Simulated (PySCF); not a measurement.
## Electronic structure of AlCl (charge +1, doublet) in real space

```xyz
2

Al    0.0000    0.0000   -1.1442
Cl    0.0000    0.0000    0.8828
```

Theory: PySCF, PBE0/def2-TZVP, non-relativistic Hamiltonian with scalar-relativistic core potentials where named, at a bond length of 2.027 Å.

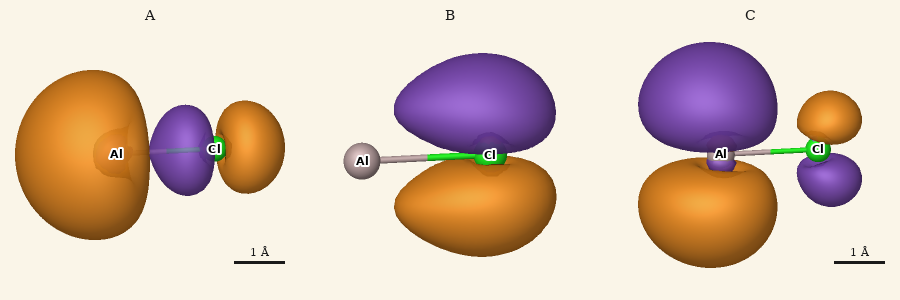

Figure 1. Three frontier α-spin orbitals, each drawn at the value that holds 80 % of its norm (orange and purple are the two phases), in no order; of a degenerate pair one member is drawn.

Question: Label each orbital by symmetry, say whether it is occupied, and order them by energy.

Answer: Orbital B: π, occupied in this spin, −15.87 eV; mainly on Cl (85 %).
Orbital A: σ, occupied in this spin, −14.76 eV; mainly on Al (80 %).
Orbital C: π, empty in this spin, −8.30 eV; mainly on Al (90 %).

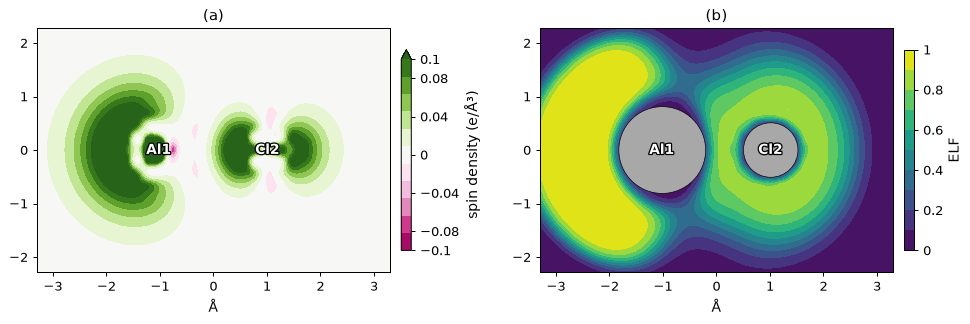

Figure 2. (a) spin density; (b) ELF on a plane that holds the molecular axis. Grey discs cover the atomic cores in the ELF map.

Question: Read the bonding off the picture.

Answer: Atoms in the plane: Al and Cl. Al–Cl (2.03 Å): the ELF peaks at about 0.80 in the valence shell of Cl, 0.9 Å from its nucleus, and is about 0.75 at the midpoint. The ELF also peaks beside Cl2 and Al1, away from the bonds: non-bonding electrons, paired or unpaired. The unpaired spin (1 electron) lies mostly on Al1 (about 0.9) and Cl2 (about 0.1), in electrons by Hirshfeld's partition.
